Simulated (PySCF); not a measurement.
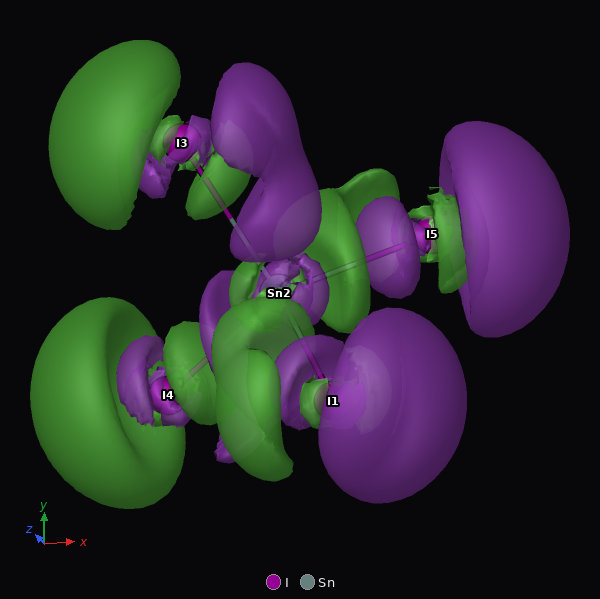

Figure. I4Sn, SMILES `I[Sn](I)(I)I`. Change of the electron density in a uniform field of 0.21 V/Å, surfaces at ±0.0015 e/Å³ (purple: gain, green: loss).

Computed with PySCF, PBE0/def2-TZVP, geometry: GFN2-xTB. Core potentials replace the inner electrons of I and Sn; spin–orbit coupling isn't included. No frequency check shows the geometry to be a minimum. A basis without diffuse functions makes polarisabilities too small. GFN2-xTB bond lengths at metals and heavier atoms can be off by up to 0.1 Å and shapes distorted, which carries into these values.

The field was applied in both directions; the picture shows the one opposite to the script's first.

### Along which Cartesian direction does the field point?

Along −x: electrons gather on the +x side, against the field.

### How large is the response?

The induced dipole is 1.91 D (along the field); α along this axis, from the fields in both directions, is 188 bohr³ (27.8 Å³).
